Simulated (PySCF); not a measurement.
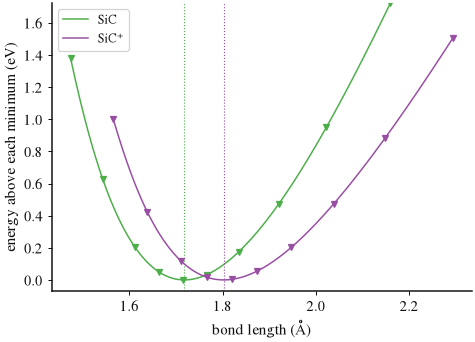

Bond curves of SiC, triplet (excess alpha electrons: σ +1, πx +1) and SiC⁺, quartet (excess alpha electrons: σ +1, πx +1, πy +1), each counted from its own minimum; dotted lines mark the fitted bond lengths. SCS-MP2/def2-TZVPPD, PySCF, on the lowest solution that a PBE0 search found for each, one reference determinant (ROHF and UHF) with the occupation held, inner shells frozen, no spin-orbit coupling.

> What does removing an electron do to the bond?

re goes from 1.718 to 1.803 Å (+0.085 Å) and ωe from 995 to 883 cm⁻¹ (−11 %). The electron leaves a π orbital, which by this response is bonding in effect (the bond is polar, so the change of ionic attraction counts too).

> And the dissociation energies?

De is 4.00 eV for SiC and 3.12 eV for SiC⁺, each to its own lowest fragments (Si + C; Si⁺ + C) in their ground configurations, without counterpoise.

Caveats, for all or some of the runs: lowest determinant of a PBE0 search, another state may lie lower.
